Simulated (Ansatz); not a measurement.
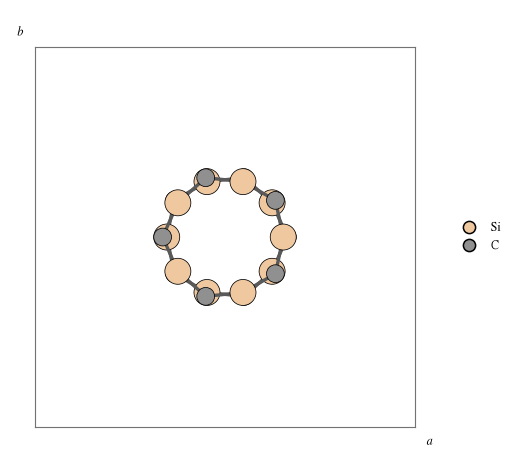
*1 relaxed period of a body that repeats along c, seen along c; the cell edge a is 16.0 Å long*

Method: PBE (plane waves to 420 eV, PAW; Ansatz, a quantum-chemistry and plane-wave program). Mesh 1×1×6. No spin polarisation. Periodic along z alone, with about 11 Å of vacuum beside it. A model structure. It keeps the symmetry and period of its start, so it need not be a minimum against all distortions.

Q: What is drawn, and how wide is it?

A: One answer among several that fit: (5,0) SiC nanotube. A hypothetical model, rolled from the flat sheet.
It measures about 5 Å across, from nucleus to nucleus.
